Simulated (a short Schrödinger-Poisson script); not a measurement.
Stack: MOS inversion layer, Al2O3 on p-type Ge(100), at 300 K.

```csv
layer,material,thickness (nm),Na (cm⁻³)
1,Al2O3,6.2,-
2,Ge,350,1.4e18
```

Constants are typed, rounded textbook-type inputs, not results; the design itself was drawn at random and stands for no fabricated device. Al2O3: permittivity 9, conduction-band edge (eV) 2.65, gap (eV) 6.8, electron mass (mₑ) 0.3. Ge: permittivity 16, conduction-band edge (eV) 0, gap (eV) 0.664, Nv at 300 K (cm⁻³) 6e18.

Channel valleys (confinement mass, in-plane density-of-states mass, number): L4 0.12, 0.295, 4. At the gate the conduction-band edge of layer 1 lies 2.73 eV − eVg above the Fermi level of the channel; the field vanishes at the back. Gaps are held at their typed values at every temperature. Mesh 0.03 nm at interfaces.

Solved with a short Schrödinger-Poisson script written for these runs: 1D Poisson equation in equilibrium, electrons quantum, Hartree (BenDaniel-Duke, 12 states a valley, the channel's in-plane mass for all, wave functions free to enter the dielectric), parabolic valleys, classical holes, full ionisation, no traps, pinning or gate leakage.

Only gate voltages with over 1e8 electrons/cm² are shown.

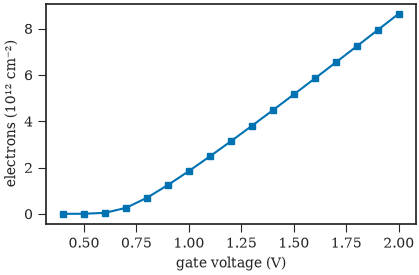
Sheet density against gate voltage

```csv
Vg (V),electrons (cm⁻²),C (μF/cm²),L4 E0 (meV),L4 E1 (meV)
0.4,3.82e8,0.396,269.5,388.4
0.5,4.24e9,0.388,207.2,333.6
0.6,4.43e10,0.464,146.5,279.5
0.7,2.59e11,0.718,100.5,238.9
0.8,6.96e11,0.895,74.6,217.1
0.9,1.25e12,0.977,58.9,204.9
1,1.85e12,1.02,48.1,197.2
1.1,2.48e12,1.05,39.8,191.9
1.2,3.14e12,1.07,33.1,188.0
1.3,3.80e12,1.08,27.4,185.0
1.4,4.48e12,1.09,22.4,182.7
1.5,5.16e12,1.10,18.0,180.8
1.6,5.85e12,1.11,14.1,179.3
1.7,6.54e12,1.11,10.4,178.0
1.8,7.24e12,1.12,7.0,177.0
1.9,7.94e12,1.12,3.8,176.1
2,8.65e12,1.13,0.8,175.3
```

Subbands count from the Fermi level.

Only the L valleys are kept; under strong confinement the Δ valleys of Ge fill too.
